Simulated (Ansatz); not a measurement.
# SiHCl + SiH4: a complex and its separated parts, part 2 of 2

Ansatz 0.2.0, Gaussian basis. Earlier steps stand in the parts before.

## (13) CAM-B3LYP-D4/def2-TZVPP

The inputs:

parta/in.yaml

```yaml
crystal:
  periodic: [false, false, false]
  atoms:
    - {symbol: Si, position_ang: [-1.237184, -0.995705, -1.009569]}
    - {symbol: Cl, position_ang: [-1.310880, 0.735694, -2.154809]}
    - {symbol: H, position_ang: [-1.515317, -0.282403, 0.314180]}
basis:
  gaussian: {orbitals: def2-TZVPP}
hamiltonian: {xc: {name: CAM-B3LYP}, dispersion: d4}
```

partb/in.yaml

```yaml
crystal:
  periodic: [false, false, false]
  atoms:
    - {symbol: H, position_ang: [0.316813, -0.759988, -0.526975]}
    - {symbol: Si, position_ang: [0.812778, 0.108502, 0.570060]}
    - {symbol: H, position_ang: [0.170220, 1.443183, 0.472872]}
    - {symbol: H, position_ang: [2.285215, 0.258591, 0.455651]}
    - {symbol: H, position_ang: [0.478454, -0.507875, 1.878489]}
basis:
  gaussian: {orbitals: def2-TZVPP}
hamiltonian: {xc: {name: CAM-B3LYP}, dispersion: d4}
```

The same command starts each run, in its folder.

The run is started by

```sh
> ansatz run in.yaml --threads 2 --pin off --events-out ev --progress --plain --max-ram 4352MiB
```

Output in parta (excerpt; [...] marks lines left out):

```text
Functional definition: CAM-B3LYP
  name "CAM-B3LYP"
  cite "Yanai, Tew & Handy, Chem. Phys. Lett. 393, 51 (2004) doi:10.1016/j.cplett.2004.06.011"
  cite "Iikura, Tsuneda, Yanai & Hirao, J. Chem. Phys. 115, 3540 (2001) doi:10.1063/1.1383587"
  cite "Becke, Phys. Rev. A 38, 3098 (1988) doi:10.1103/PhysRevA.38.3098"
  cite "Lee, Yang & Parr, Phys. Rev. B 37, 785 (1988) doi:10.1103/PhysRevB.37.785"
[...]
  # Exact exchange under (alpha + beta erf(omega r))/r, Becke's under what is left of 1/r.
[...]
663 factors; their error is unknown
129 factors; integrals over basis functions are off by at most 6.5e-5 eV
[...]
mean field -20417.29202411 eV, -750.3216425483 hartree, gradient 6.2e-5 eV, S^2 0.000000; 0 other end points of the search recorded, 0 dependent functions left out
reference -20417.29212165 eV, -750.3216461330 hartree; 16, 16 occupied and 82, 82 virtual orbitals, 663 factors
Total energy: -20417.33681518 eV, -750.3232885900 hartree
```

Log of partb (excerpt; [...] marks lines left out):

```text
[... 6 set-up lines as earlier in the session ...]
[...]
  # Exact exchange under (alpha + beta erf(omega r))/r, Becke's under what is left of 1/r.
[...]
527 factors; their error is unknown
147 factors; integrals over basis functions are off by at most 1.2e-5 eV
[...]
mean field -7942.76502443 eV, -291.8912308484 hartree, gradient 9.0e-6 eV, S^2 0.000000; 0 other end points of the search recorded, 0 dependent functions left out
reference -7942.76512690 eV, -291.8912346139 hartree; 9, 9 occupied and 89, 89 virtual orbitals, 527 factors
Total energy: -7942.79929583 eV, -291.8924902992 hartree
```

Wall times: 0.85 s (parta), 0.6 s (partb) on 2 threads of Arm Neoverse V1, shared host.

## (14) wB97X-V/def2-TZVPP

Each input of step 13 (parta, partb) changes in the same lines:

```diff
-hamiltonian: {xc: {name: CAM-B3LYP}, dispersion: d4}
+hamiltonian: {xc: {name: wB97X-V}}
```

Each run has its own folder and the same command.

The run is started by

```sh
> ansatz run in.yaml --threads 2 --pin off --events-out ev --progress --plain --max-ram 4352MiB
```

Log of parta (excerpt; [...] marks lines left out):

```text
Functional definition: wB97X-V
  name "wB97X-V"
  cite "Mardirossian & Head-Gordon, Phys. Chem. Chem. Phys. 16, 9904 (2014) doi:10.1039/C3CP54374A"
[... 2 set-up lines as earlier in the session ...]
[...]
      + integral(e_c_pw_opposite_spin*poly(b97_u_opposite, cos0, cos1)) + vv10(b, c)
660 factors; their error is unknown
115 factors; integrals over basis functions are off by at most 5.1e-5 eV
[...]
mean field -20413.54798227 eV, -750.1840515486 hartree, gradient 1.2e-5 eV, S^2 0.000000; 0 other end points of the search recorded, 0 dependent functions left out
reference -20413.54798087 eV, -750.1840514971 hartree; 16, 16 occupied and 82, 82 virtual orbitals, 660 factors
Total energy: -20413.54798087 eV, -750.1840514971 hartree
```

Output in partb (excerpt; [...] marks lines left out):

```text
[... 5 set-up lines as earlier in the session ...]
[...]
      + integral(e_c_pw_opposite_spin*poly(b97_u_opposite, cos0, cos1)) + vv10(b, c)
527 factors; their error is unknown
136 factors; integrals over basis functions are off by at most 1.1e-5 eV
[...]
mean field -7941.38123858 eV, -291.8403776563 hartree, gradient 2.9e-5 eV, S^2 0.000000; 0 other end points of the search recorded, 0 dependent functions left out
reference -7941.38123684 eV, -291.8403775924 hartree; 9, 9 occupied and 89, 89 virtual orbitals, 527 factors
Total energy: -7941.38123684 eV, -291.8403775924 hartree
```

Wall times: 1.9 s (parta), 1.7 s (partb) on 2 threads of Arm Neoverse V1, shared host.

## (15) wB97M-V/def2-TZVPP

The same edit goes into each in.yaml of step 14 (parta, partb):

```diff
-hamiltonian: {xc: {name: wB97X-V}}
+hamiltonian: {xc: {name: wB97M-V}}
```

Each run has its own folder and the same command.

The run is started by

```sh
> ansatz run in.yaml --threads 2 --pin off --events-out ev --progress --plain --max-ram 4352MiB
```

Log of parta (excerpt; [...] marks lines left out):

```text
Functional definition: wB97M-V
  name "wB97M-V"
  cite "Mardirossian & Head-Gordon, J. Chem. Phys. 144, 214110 (2016) doi:10.1063/1.4952647"
[... 2 set-up lines as earlier in the session ...]
  # Of w^i u^j: cxij and so on, Table III.
[...]
  gx(w, u) = 1 - cx + cx01*u + cx10*w
[...]
      + integral(e_c_pw_mod_opposite_spin*gos(b97_w_opposite, b97_u_opposite)) + vv10(b, c)
660 factors; their error is unknown
115 factors; integrals over basis functions are off by at most 5.1e-5 eV
[...]
mean field -20415.67348957 eV, -750.2621625013 hartree, gradient 5.9e-5 eV, S^2 0.000000; 0 other end points of the search recorded, 0 dependent functions left out
reference -20415.67352362 eV, -750.2621637524 hartree; 16, 16 occupied and 82, 82 virtual orbitals, 660 factors
Total energy: -20415.67352362 eV, -750.2621637524 hartree
```

Log of partb (excerpt; [...] marks lines left out):

```text
[... 5 set-up lines as earlier in the session ...]
  # Of w^i u^j: cxij and so on, Table III.
[...]
  gx(w, u) = 1 - cx + cx01*u + cx10*w
[...]
      + integral(e_c_pw_mod_opposite_spin*gos(b97_w_opposite, b97_u_opposite)) + vv10(b, c)
527 factors; their error is unknown
136 factors; integrals over basis functions are off by at most 1.1e-5 eV
[...]
mean field -7941.54409632 eV, -291.8463625679 hartree, gradient 4.9e-5 eV, S^2 0.000000; 0 other end points of the search recorded, 0 dependent functions left out
reference -7941.54413871 eV, -291.8463641256 hartree; 9, 9 occupied and 89, 89 virtual orbitals, 527 factors
Total energy: -7941.54413871 eV, -291.8463641256 hartree
```

Wall times: 2 s (parta), 1.8 s (partb) on 2 threads of Arm Neoverse V1, shared host.

## (16) B2PLYP/def2-TZVPP

Each input of step 15 (parta, partb) changes in the same lines:

```diff
-hamiltonian: {xc: {name: wB97M-V}}
+hamiltonian: {xc: {name: B2PLYP}}
```

The same command starts each run, in its folder.

The run is started by

```sh
> ansatz run in.yaml --threads 2 --pin off --events-out ev --progress --plain --max-ram 4352MiB
```

Output in parta (excerpt; [...] marks lines left out):

```text
Functional definition: B2PLYP
  name "B2PLYP"
  cite "Grimme, J. Chem. Phys. 124, 034108 (2006) doi:10.1063/1.2148954"
[... 2 set-up lines as earlier in the session ...]
[...]
573 factors; integrals over basis functions are off by at most 8.5e-4 eV
[...]
mean field -20407.35000161 eV, -749.9562799604 hartree, gradient 3.4e-6 eV, S^2 0.000000; 0 other end points of the search recorded, 0 dependent functions left out
10 core orbitals not correlated: weight in the atoms' cores, before any rotation towards them, 1.000 or more for the frozen orbitals, at most 0.000 for the correlated occupied ones
reference -20407.35012853 eV, -749.9562846246 hartree; 6, 6 occupied and 82, 82 virtual orbitals, 573 factors
second order -9.74987820 eV of doubles, -0.00000000 eV of singles
Total energy: -20409.98259564 eV, -750.0530260066 hartree
```

partb printed (excerpt; [...] marks lines left out):

```text
[... 5 set-up lines as earlier in the session ...]
[...]
537 factors; integrals over basis functions are off by at most 1.0e-3 eV
[...]
mean field -7937.89736179 eV, -291.7123475457 hartree, gradient 2.7e-6 eV, S^2 0.000000; 0 other end points of the search recorded, 0 dependent functions left out
5 core orbitals not correlated: weight in the atoms' cores, before any rotation towards them, 1.000 or more for the frozen orbitals, at most 0.000 for the correlated occupied ones
reference -7937.89749494 eV, -291.7123524387 hartree; 4, 4 occupied and 89, 89 virtual orbitals, 537 factors
second order -4.78235002 eV of doubles, -0.00000000 eV of singles
Total energy: -7939.18872944 eV, -291.7598044315 hartree
```

Times: 1.1 s (parta), 0.8 s (partb) on 2 threads of Arm Neoverse V1, shared host.

## (17) PBE-QIDH/def2-TZVPP

The same edit goes into each in.yaml of step 16 (parta, partb):

```diff
-hamiltonian: {xc: {name: B2PLYP}}
+hamiltonian: {xc: {name: PBE-QIDH}}
```

Each run has its own folder and the same command.

The run is started by

```sh
> ansatz run in.yaml --threads 2 --pin off --events-out ev --progress --plain --max-ram 4352MiB
```

parta printed (excerpt; [...] marks lines left out):

```text
Functional definition: PBE-QIDH
  name "PBE-QIDH"
  cite "Brémond, Sancho-García, Pérez-Jiménez & Adamo, J. Chem. Phys. 141, 031101 (2014) doi:10.1063/1.4890314"
[... 1 set-up line as earlier in the session ...]
[...]
573 factors; integrals over basis functions are off by at most 8.5e-4 eV
[...]
mean field -20401.57425322 eV, -749.7440251223 hartree, gradient 4.7e-6 eV, S^2 0.000000; 0 other end points of the search recorded, 0 dependent functions left out; unrestricted orbitals would lower it
10 core orbitals not correlated: weight in the atoms' cores, before any rotation towards them, 1.000 or more for the frozen orbitals, at most 0.000 for the correlated occupied ones
reference -20401.57426228 eV, -749.7440254551 hartree; 6, 6 occupied and 82, 82 virtual orbitals, 573 factors
second order -9.00037107 eV of doubles, -0.00000000 eV of singles
Total energy: -20404.57438597 eV, -749.8542779671 hartree
```

Log of partb (excerpt; [...] marks lines left out):

```text
[... 4 set-up lines as earlier in the session ...]
[...]
537 factors; integrals over basis functions are off by at most 1.0e-3 eV
[...]
mean field -7935.34624208 eV, -291.6185956257 hartree, gradient 4.6e-6 eV, S^2 0.000000; 0 other end points of the search recorded, 0 dependent functions left out
5 core orbitals not correlated: weight in the atoms' cores, before any rotation towards them, 1.000 or more for the frozen orbitals, at most 0.000 for the correlated occupied ones
reference -7935.34625266 eV, -291.6185960143 hartree; 4, 4 occupied and 89, 89 virtual orbitals, 537 factors
second order -4.44765211 eV of doubles, -0.00000000 eV of singles
Total energy: -7936.82880336 eV, -291.6730787477 hartree
```

Wall times: 1.1 s (parta), 0.8 s (partb) on 2 threads of Arm Neoverse V1, shared host.

## (18) RPA on PBE/def2-TZVPP

The same edit goes into each in.yaml of step 17 (parta, partb):

```diff
-hamiltonian: {xc: {name: PBE-QIDH}}
+hamiltonian: {xc: pbe}
+correlation: {method: rpa}
```

Each run has its own folder and the same command.

The run is started by

```sh
> ansatz run in.yaml --threads 2 --pin off --events-out ev --progress --plain --max-ram 4352MiB
```

Output in parta (excerpt; [...] marks lines left out):

```text
[... 4 set-up lines as earlier in the session ...]
[...]
573 factors; integrals over basis functions are off by at most 8.5e-4 eV
[...]
mean field -20407.59465451 eV, -749.9652707886 hartree, gradient 3.0e-6 eV, S^2 0.000000; 0 other end points of the search recorded, 0 dependent functions left out
10 core orbitals not correlated: weight in the atoms' cores, before any rotation towards them, 1.000 or more for the frozen orbitals, at most 0.000 for the correlated occupied ones
reference -20381.38306532 eV, -749.0020126530 hartree; 6, 6 occupied and 82, 82 virtual orbitals, 573 factors
Total energy: -20395.47125291 eV, -749.5197439976 hartree
```

Log of partb (excerpt; [...] marks lines left out):

```text
[... 4 set-up lines as earlier in the session ...]
[...]
537 factors; integrals over basis functions are off by at most 1.0e-3 eV
[...]
mean field -7938.15274514 eV, -291.7217327106 hartree, gradient 5.6e-7 eV, S^2 0.000000; 0 other end points of the search recorded, 0 dependent functions left out
5 core orbitals not correlated: weight in the atoms' cores, before any rotation towards them, 1.000 or more for the frozen orbitals, at most 0.000 for the correlated occupied ones
reference -7925.04992851 eV, -291.2402130810 hartree; 4, 4 occupied and 89, 89 virtual orbitals, 537 factors
Total energy: -7933.57991257 eV, -291.5536842134 hartree
```

Wall times: 1 s (parta), 0.8 s (partb) on 2 threads of Arm Neoverse V1, shared host.

## (19) CCSD(T)/def2-TZVPP

Each input of step 18 (parta, partb) changes in the same lines:

```diff
-hamiltonian: {xc: pbe}
-correlation: {method: rpa}
+correlation: {method: ccsd_t}
```

The same command starts each run, in its folder.

The run is started by

```sh
> ansatz run in.yaml --threads 2 --pin off --events-out ev --progress --plain --max-ram 4352MiB
```

Log of parta (excerpt; [...] marks lines left out):

```text
Functional definition: HF
  name "HF"
  cite "Fock, Z. Phys. 61, 126 (1930) doi:10.1007/BF01340294"
[... 1 set-up line as earlier in the session ...]
[...]
573 factors; integrals over basis functions are off by at most 8.5e-4 eV
[...]
mean field -20382.11841240 eV, -749.0290361597 hartree, gradient 1.4e-6 eV, S^2 0.000000; 0 other end points of the search recorded, 0 dependent functions left out; unrestricted orbitals would lower it
[...]
reference -20382.11841240 eV, -749.0290361597 hartree; 6, 6 occupied and 82, 82 virtual orbitals, 573 factors
second order -7.88953445 eV of doubles, -0.00000000 eV of singles
cycle   1  -8.50514817 eV  change   -6.2e-1 eV  update   7.3e-2
[...]
cycle  10  -8.81783927 eV  change    9.1e-6 eV  update   6.2e-6
perturbative correction -0.37201005 eV, -0.0136711170 hartree
Total energy: -20391.30826172 eV, -749.3667568929 hartree
```

Log of partb (excerpt; [...] marks lines left out):

```text
[... 4 set-up lines as earlier in the session ...]
[...]
537 factors; integrals over basis functions are off by at most 1.0e-3 eV
[...]
mean field -7925.54431902 eV, -291.2583815970 hartree, gradient 1.8e-6 eV, S^2 0.000000; 0 other end points of the search recorded, 0 dependent functions left out
5 core orbitals not correlated: weight in the atoms' cores, before any rotation towards them, 1.000 or more for the frozen orbitals, at most 0.000 for the correlated occupied ones
reference -7925.54431902 eV, -291.2583815970 hartree; 4, 4 occupied and 89, 89 virtual orbitals, 537 factors
second order -3.90716120 eV of doubles, -0.00000000 eV of singles
cycle   1  -4.49742569 eV  change   -5.9e-1 eV  update   5.5e-2
[...]
cycle   8  -4.71912441 eV  change   -8.1e-7 eV  update   3.7e-6
perturbative correction -0.10443441 eV, -0.0038378938 hartree
Total energy: -7930.36787783 eV, -291.4356441140 hartree
```

They took 1.2 s (parta), 1.1 s (partb) on 2 threads of Arm Neoverse V1, shared host.

## (20) Vibrations of SiHCl

The input, vib-parta/in.yaml:

```yaml
crystal:
  periodic: [false, false, false]
  atoms:
    - {symbol: Si, position_ang: [-1.237184, -0.995705, -1.009569]}
    - {symbol: Cl, position_ang: [-1.310880, 0.735694, -2.154809]}
    - {symbol: H, position_ang: [-1.515317, -0.282403, 0.314180]}
basis:
  gaussian: {orbitals: def2-TZVP}
hamiltonian: {xc: pbe0, dispersion: d4}
phonons: {temperatures: {t_min: 298.15, t_max: 900, t_step: 200}}
```

The run is started by

```sh
> ansatz run in.yaml --threads 2 --pin off --events-out ev --progress --plain --max-ram 4352MiB
```

What it wrote (excerpt; [...] marks lines left out):

```text
[... 5 set-up lines as earlier in the session ...]
[...]
580 factors; their error is unknown
[...]
mean field -20409.26583035 eV, -750.0266853679 hartree, gradient 3.4e-5 eV, S^2 0.000000; 0 other end points of the search recorded, 0 dependent functions left out
[...]
Total energy: -20409.30937913 eV, -750.0282857563 hartree
Atom 0 at    -1.237184    -0.995705    -1.009569 Å, force    -0.000109     0.000160     0.000633 eV/Å
Atom 1 at    -1.310880     0.735694    -2.154809 Å, force    -0.000011     0.000110    -0.000030 eV/Å
Atom 2 at    -1.515317    -0.282403     0.314180 Å, force     0.000119    -0.000271    -0.000603 eV/Å
Dipole moment:    -0.002685    -0.135213     0.150605 e Å
Vibrations: 525.15 811.82 2018.79 cm⁻¹, zero-point energy 0.208030 eV
```

Run time: 6.5 s. Hardware: 2 threads of Arm Neoverse V1, shared host.

Wavenumbers and character of the modes:

```csv
mode,wavenumber (cm⁻¹),character
1,525,Si–Cl stretch
2,812,bend
3,2019,Si–H stretch
```

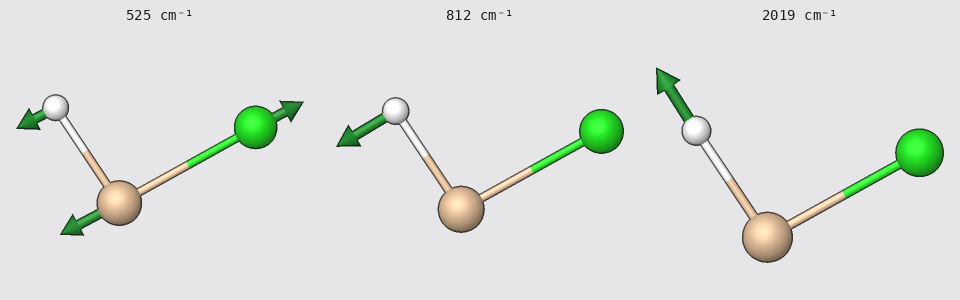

Displacements of 3 modes, as arrows.

Vibrational sums (real modes only):

```csv
T (K),entropy (J/mol/K),heat capacity (J/mol/K)
298,3.3,7.7
498,8.7,13.1
698,13.7,16.5
898,18.1,18.8
```

## (21) Vibrations of SiH4

The input, vib-partb/in.yaml:

```yaml
crystal:
  periodic: [false, false, false]
  atoms:
    - {symbol: H, position_ang: [0.316813, -0.759988, -0.526975]}
    - {symbol: Si, position_ang: [0.812778, 0.108502, 0.570060]}
    - {symbol: H, position_ang: [0.170220, 1.443183, 0.472872]}
    - {symbol: H, position_ang: [2.285215, 0.258591, 0.455651]}
    - {symbol: H, position_ang: [0.478454, -0.507875, 1.878489]}
basis:
  gaussian: {orbitals: def2-TZVP}
hamiltonian: {xc: pbe0, dispersion: d4}
phonons: {temperatures: {t_min: 298.15, t_max: 900, t_step: 200}}
```

The run is started by

```sh
> ansatz run in.yaml --threads 2 --pin off --events-out ev --progress --plain --max-ram 4352MiB
```

What it wrote (excerpt; [...] marks lines left out):

```text
[... 5 set-up lines as earlier in the session ...]
[...]
444 factors; their error is unknown
[...]
mean field -7939.08539832 eV, -291.7560070828 hartree, gradient 2.9e-5 eV, S^2 0.000000; 0 other end points of the search recorded, 0 dependent functions left out
[...]
Atom 2 at     0.170220     1.443183     0.472872 Å, force    -0.001709     0.004408     0.000530 eV/Å
Atom 3 at     2.285215     0.258591     0.455651 Å, force     0.004553     0.000337    -0.000759 eV/Å
Atom 4 at     0.478454    -0.507875     1.878489 Å, force    -0.001152    -0.001460     0.004407 eV/Å
Dipole moment:     0.000085     0.000020     0.000043 e Å
Vibrations: 906.41 906.49 906.52 968.31 968.46 2236.60 2246.21 2246.32 2246.32 cm⁻¹, zero-point energy 0.845053 eV
```

Run time: 8.5 s. Hardware: 2 threads of Arm Neoverse V1, shared host.

Wavenumbers and character of the modes:

```
mode  wavenumber (cm⁻¹)     character
   1                906          bend
   2                906          bend
   3                907          bend
   4                968          bend
   5                968          bend
   6               2237  Si–H stretch
   7               2246  Si–H stretch
   8               2246  Si–H stretch
   9               2246  Si–H stretch
```

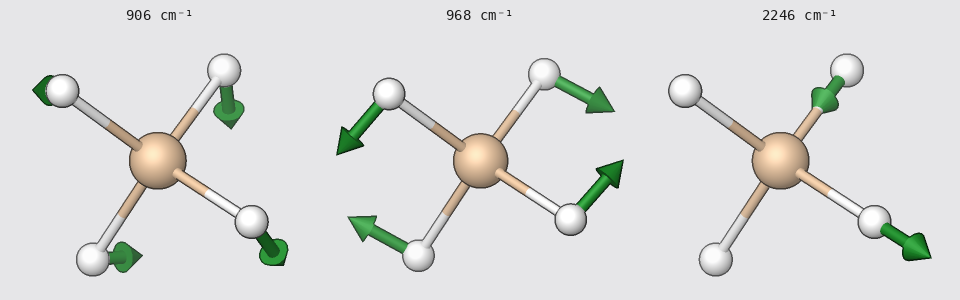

How the atoms move in 3 of the modes.

Vibrational sums (real modes only):

```csv
T (K),entropy (J/mol/K),heat capacity (J/mol/K)
298,2.6,9.7
498,11.5,25.7
698,22.2,38.0
898,32.9,47.1
```

## (22) Complex less separated parts

The complex's own energies come from single points at the same levels.

Rows are in def2-TZVPP; times add the 3 runs of a level on a shared host, so small differences are noise.

Differences are taken before rounding.

```
      method                    rung  complex less parts (kJ/mol)  from CCSD(T) (kJ/mol)   time
       SPW92                     LDA                        -71.7                  -57.7  1.9 s
      PBE-D4                     GGA                        -46.2                  -32.2  3.1 s
     BLYP-D4                     GGA                        -24.3                  -10.3  3.3 s
   r2SCAN-D4                meta-GGA                        -41.1                  -27.1  7.4 s
      B97M-V                meta-GGA                        -29.9                  -15.9   14 s
     PBE0-D4                  hybrid                        -41.0                  -26.9  4.5 s
    B3LYP-D4                  hybrid                        -22.8                   -8.8  4.2 s
  r2SCAN0-D4                  hybrid                        -37.4                  -23.4  8.1 s
    BHLYP-D4                  hybrid                        -17.5                   -3.5    4 s
CAM-B3LYP-D4  range-separated hybrid                        -17.5                   -3.5  4.7 s
     wB97X-V  range-separated hybrid                        -20.9                   -6.9   13 s
     wB97M-V  range-separated hybrid                        -22.7                   -8.7   14 s
      B2PLYP           double hybrid                        -11.1                   +2.9  7.4 s
    PBE-QIDH           double hybrid                        -29.2                  -15.2    8 s
  RPA on PBE                     RPA                         -1.9                  +12.1  6.3 s
Hartree-Fock            wavefunction                         29.7                  +43.7       
         MP2            wavefunction                        -21.0                   -7.0       
        CCSD            wavefunction                         -6.8                   +7.2       
     CCSD(T)            wavefunction                        -14.0                      0   44 s
```

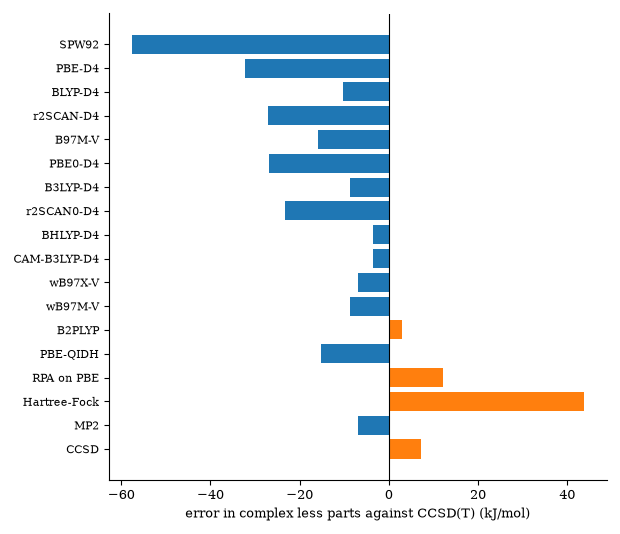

Error of each method against CCSD(T).

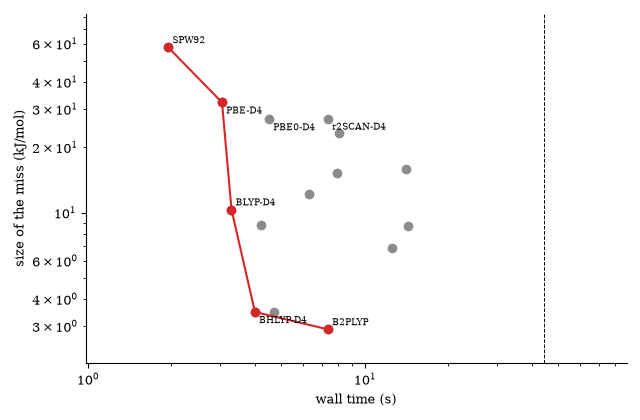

Accuracy for the time spent; red marks the levels that beat every quicker one drawn (of those quicker than the yardstick), and the dashed line is the time of CCSD(T). Only those levels and the largest misses are named. Times are from a shared host.

B2PLYP reaches 2.9 kJ/mol from the reference in 7.4 s, where CCSD(T) took 44 s; the quickest level in the cost chart, SPW92, takes 1.9 s and misses by 57.7 kJ/mol.

The complex's zero-point energy, from a separate PBE0-D4 run, is 1.156 eV.

## (23) Summary of results

This closing draws on all 2 parts.

| quantity | value |
| --- | --- |
| complex less parts, CCSD(T)/def2-TZVPP | -14.0 kJ/mol |
| with zero-point energy | -4.1 kJ/mol |
| largest T1 diagnostic | 0.014 |

At CCSD(T) the complex lies 14.0 kJ/mol below its parts. The functionals run from B2PLYP, off by +2.9 kJ/mol, to SPW92, off by -57.7 kJ/mol, against CCSD(T). Mean unsigned error by rung: LDA 57.7, GGA 21.3, meta-GGA 21.5, hybrid 15.6, range-separated hybrid 6.4, double hybrid 9.0 kJ/mol. PBE-D4 gives a relative energy 32.2 kJ/mol too low, outside chemical accuracy (1 kcal/mol, 4.2 kJ/mol). No counterpoise was applied, and triple zeta lacks some correlation, so the CCSD(T) reference has a basis error of its own, and close matches with it are partly luck. The restricted Hartree–Fock reference is unstable towards an unrestricted one at one or more of these structures.
